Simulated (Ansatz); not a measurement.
C2H6OSi (SMILES C1C[SiH2]O1)

```csv
atom,x (Å),y (Å),z (Å)
C,-0.8164,0.5560,-0.5336
C,-0.3498,-0.8519,-0.0938
Si,1.0993,0.1126,0.5973
O,0.2558,1.3989,-0.0460
H,-0.9014,0.6653,-1.6178
H,-1.7590,0.8627,-0.0730
H,-0.1447,-1.5320,-0.9191
H,-1.0111,-1.3395,0.6208
H,1.2673,0.1737,2.0750
H,2.4432,-0.0970,-0.0068
```

Geometry: PBE0-D4/def2-TZVP.

Method: Ansatz, RKS PBE0-D4/def2-TZVPP.

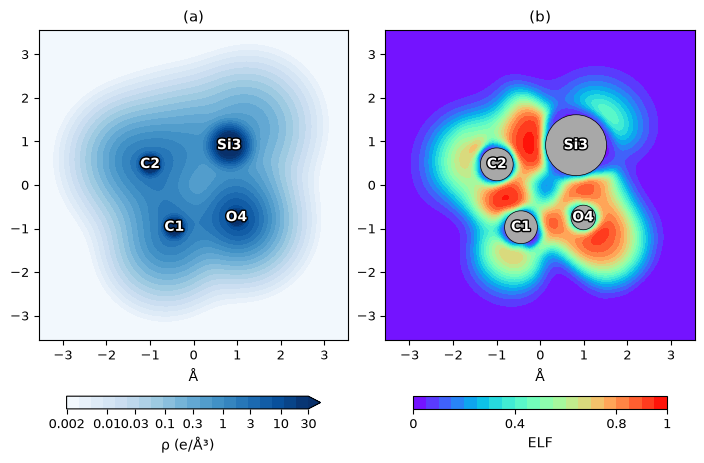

Figure 1. (a) total electron density; (b) electron localisation function on the plane of atoms C2, Si3 and O4. Grey discs cover the atomic cores in the ELF map.

Read the bonding off the picture.

Answer.
- The section cuts through C, Si and O sites.
- C–O (1.45 Å): the density is about 1.9 e/Å³ at the midpoint, with its minimum of 1.7 e/Å³ about 0.5 Å from C; the ELF peaks at about 0.85 between the atoms; a shared but strongly polarised pair.
- C–C (1.55 Å): ρ at the midpoint is about 1.6 e/Å³; the ELF peaks at about 0.95 between the atoms (localised, covalent bonding).
- Si–O (1.67 Å): the density is about 1.2 e/Å³ at the midpoint; the ELF peaks at about 0.85 between the atoms: a shared but strongly polarised pair.
- C–Si (1.87 Å): ρ is about 0.94 e/Å³ halfway; the ELF peaks at about 0.95 between the atoms; localised, covalent bonding.
- The ELF also peaks beside O4, away from the bonds: lone-pair regions.

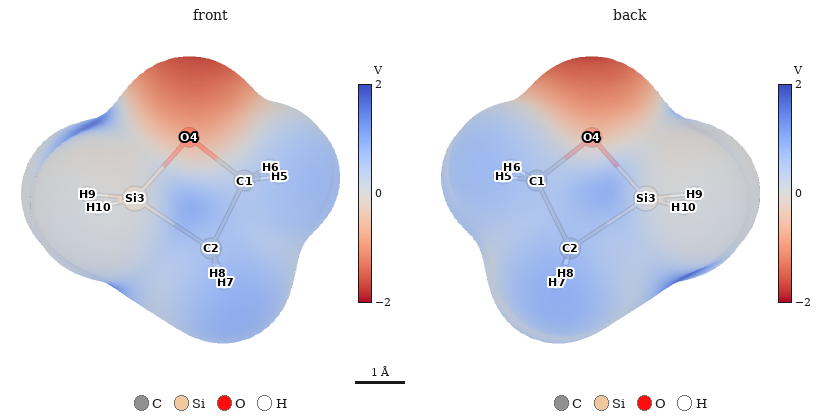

Figure 2. The electrostatic potential painted on the density surface at 0.002 e/bohr³, seen from the front and from behind; the colour scale runs from red (negative) to blue (positive).

Which sites attract a positive test charge, and which a negative one?

Answer. A positive charge is drawn to the negative regions and a negative charge to the positive ones. The most negative region (about −1.7 V) lies over O4, the most positive (about +1.6 V) over Si3. O4 is the likeliest acceptor of a hydrogen bond.

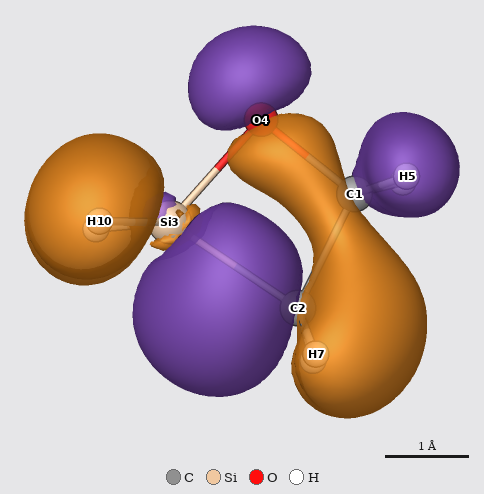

Figure 3. The HOMO−1 at ±0.08 Å⁻³ᐟ² (orange and purple are the two phases), seen across its widest extent.

Where does this orbital lie, and at what energy?

Answer. It lies mainly on C2 (about 40 %), Si3 (about 25 %), O4 (about 10 %) and C1 (about 10 %). Its energy is −8.44 eV.
